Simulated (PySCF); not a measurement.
## NMR shielding calculation, with input and output: CH$_{4}$B$_{2}$O$_{6}$

The run: NMR shielding calculation of CH$_{4}$B$_{2}$O$_{6}$, SMILES OB(O)O[C]OB(O)O. Method and program: GIAO PBE0/pcSseg-1 NMR shielding, non-relativistic, gas phase (PySCF 2.14.0).

The geometry comes from this level: PBE0-D3(BJ)/def2-SVP. Figures and captions count atoms from 1; the log counts them from 0 in places.

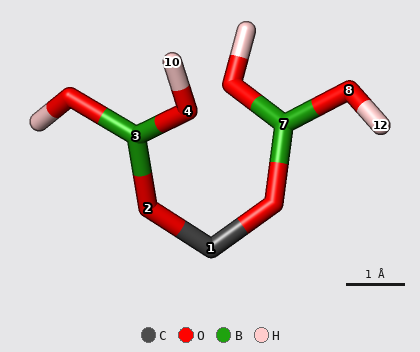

The structure as given in the input (stick view, seen at a tilt; atoms are numbered from 1 in the order of the input). Bond lengths as drawn: B–O 1.35 to 1.40 Å, C–O 1.33 Å and H–O 0.96 Å.

Results in brief:

- outcome: converged
- total energy: −541.158804 hartree
- HOMO: −6.52 eV
- LUMO: −0.78 eV
- dipole moment: 4.00 D
- isotropic shielding, C: −151.4 ppm
- isotropic shielding, O: 1.6 to 243.0 ppm
- isotropic shielding, B: 85.3 ppm
- isotropic shielding, H: 27.6 to 28.0 ppm
- hardware: 1 CPU thread, shared host
- wall time: 14 s
- peak memory: 0.87 GiB

Input:
```
{"job": {"kind": "nmr", "xc": "PBE0", "basis": "pcSseg-1"}, "charge": 0, "multiplicity": 1}
C      0.339778    -0.813723    -1.946328
O      0.664796     0.420192    -1.584833
B      0.223450     1.259541    -0.559034
O     -1.047943     1.127612    -0.099591
O      1.025845     2.262625    -0.135547
O     -0.223035    -1.479562    -0.947073
B     -0.201140    -1.313582     0.439872
O     -1.208067    -1.825401     1.184040
O      0.891636    -0.751859     1.018742
H     -1.256601     1.787278     0.570405
H      1.895606     2.225885    -0.547401
H     -1.912366    -2.187098     0.635774
H      0.816690    -0.730943     1.978689
```

The first line tells a small driver script what to run in PySCF; the rest is the geometry in Å.

Run as:
```bash
OMP_NUM_THREADS=1 python <driver script> task.json out
```

The program's output:
```
coarse grid: 12256 points
cycle   1  E = -540.7602574965  dE =  1.727e+00  |g| = 1.307e+00  |ddm| = 3.272e+00
cycle   2  E = -540.5291591882  dE =  2.311e-01  |g| = 1.748e+00  |ddm| = 1.506e+00
cycle   3  E = -541.0495652941  dE = -5.204e-01  |g| = 8.860e-02  |ddm| = 9.225e-01
cycle   4  E = -541.0510489893  dE = -1.484e-03  |g| = 4.104e-02  |ddm| = 1.033e-01
cycle   5  E = -541.0513819564  dE = -3.330e-04  |g| = 1.115e-02  |ddm| = 3.062e-02
cycle   6  E = -541.0514004355  dE = -1.848e-05  |g| = 3.925e-03  |ddm| = 7.473e-03
cycle   7  E = -541.0514032058  dE = -2.770e-06  |g| = 5.238e-04  |ddm| = 2.610e-03
final grid: 122360 points
cycle   8  E = -541.1587816682  dE = -5.364e-05  |g| = 1.185e-02  |ddm| = 2.211e-02
cycle   9  E = -541.1587614078  dE =  2.026e-05  |g| = 1.615e-02  |ddm| = 1.281e-02
cycle  10  E = -541.1588043824  dE = -4.297e-05  |g| = 7.033e-04  |ddm| = 7.631e-03
cycle  11  E = -541.1588044588  dE = -7.643e-08  |g| = 3.409e-04  |ddm| = 5.893e-04
cycle  12  E = -541.1588044778  dE = -1.902e-08  |g| = 7.539e-05  |ddm| = 1.822e-04
cycle  13  E = -541.1588044788  dE = -1.003e-09  |g| = 1.595e-05  |ddm| = 5.754e-05
cycle  14  E = -541.1588044789  dE = -3.934e-11  |g| = 7.266e-06  |ddm| = 1.435e-05
```

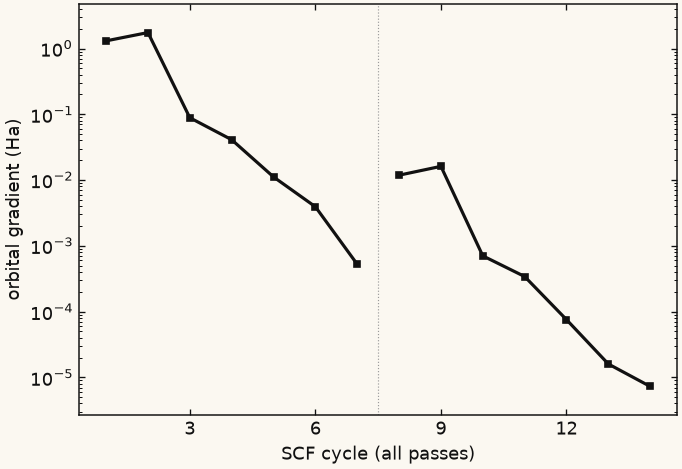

Convergence of the self-consistent field: orbital gradient against the SCF cycle. The dotted line marks the change from a coarse to the final integration grid. The first 7 cycles use a coarse grid, the final grid takes over at cycle 8, and the field converges after 14 cycles in all.

```
converged SCF energy = -541.1588044789

GIAO shielding tensors (ppm)
atom      isotropic    diamagn.    paramagn.     s11        s22        s33       span
  0 C     -151.369     238.412    -389.781   -517.644     -1.358     64.895    582.539
  1 O        1.622     397.316    -395.694   -220.599     35.277    190.188    410.786
  2 B       85.347     198.838    -113.491     62.374     87.365    106.303     43.929
  3 O      243.043     392.236    -149.193    168.661    273.275    287.193    118.532
  4 O      240.651     387.402    -146.751    161.921    269.273    290.759    128.838
  5 O        1.576     397.320    -395.744   -220.337     35.012    190.052    410.389
  6 B       85.334     198.851    -113.517     62.376     87.373    106.254     43.879
  7 O      240.749     387.397    -146.648    162.004    269.415    290.828    128.825
  8 O      243.000     392.207    -149.207    168.636    273.240    287.125    118.489
  9 H       27.966      32.095      -4.129     21.681     23.975     38.242     16.561
 10 H       27.605      31.050      -3.445     21.379     23.369     38.068     16.688
 11 H       27.610      31.048      -3.438     21.386     23.368     38.078     16.692
 12 H       27.971      32.090      -4.118     21.695     23.978     38.242     16.547
```

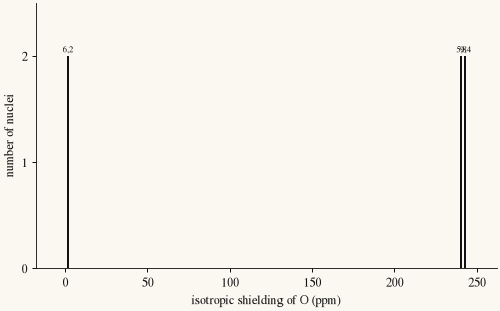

Isotropic shieldings of the oxygen nuclei in this fixed geometry, labelled by atom number; shielding grows to the right, so chemical shift grows to the left. The least shielded is O6 (1.6 ppm), the most shielded O4 (243.0 ppm).

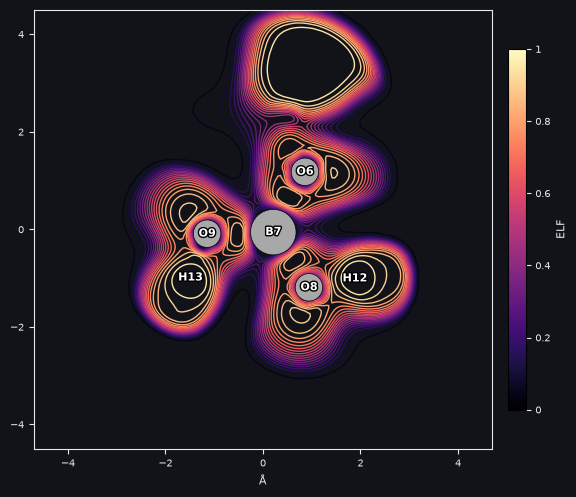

ELF on the plane of atoms O6, B7 and O9. Grey discs, where drawn, cover atomic cores. B–O (1.35 Å): the ELF peaks at about 0.90 between the atoms, which marks a shared but strongly polarised pair. B–O (1.40 Å): the ELF peaks at about 0.90 between the atoms, which marks a shared but strongly polarised pair.

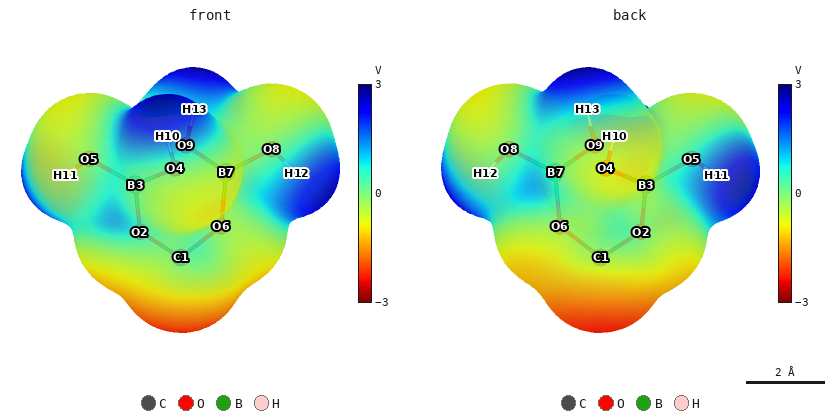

The electrostatic potential painted on the density surface at 0.002 e/bohr³, seen at a tilt and from behind; the colour scale runs from red (negative) to blue (positive). Its dipole moment is 4.00 D.

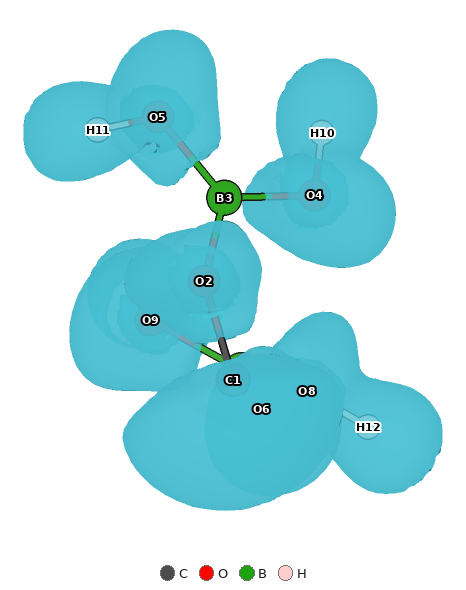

Isosurface of the ELF at 0.75 (cyan), seen at an oblique angle. Core shells and regions of very low density are left out. Along the contacts the grid gives the following. C–O (1.33 Å): the ELF peaks at about 0.90 between the atoms (a polar covalent bond). B–O (1.35 Å): the ELF peaks at about 0.90 between the atoms (a polar covalent bond).
